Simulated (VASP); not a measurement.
Band structure of Ir (relaxed from the hcp structure, space group P6_3/mmc). Level of theory: PBEsol GGA, VASP's PBE PAW potentials (set 64) (plane waves; VASP 6.6.1).

Unless said otherwise, spin-orbit coupling is left out, though it shifts the bands of the heavy elements here.

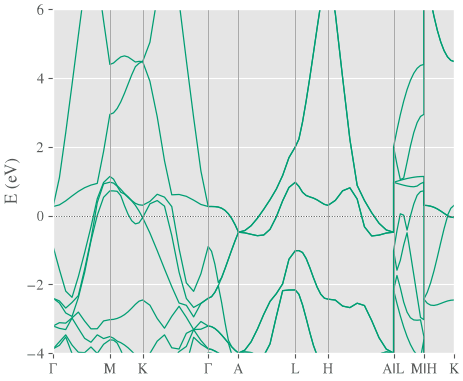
Figure. Bands along high-symmetry lines, zero at the valence-band maximum or, without a gap, the Fermi level

Problem. Read the plot: is there a gap, and where are the band edges?

Solution. It has no gap at this level: it comes out as a metal or semimetal. (Edges off the drawn lines would not show.)

The structure was generated: Ir was put into the hcp type (P6_3/mmc), which need not be its known phase. It was relaxed first.
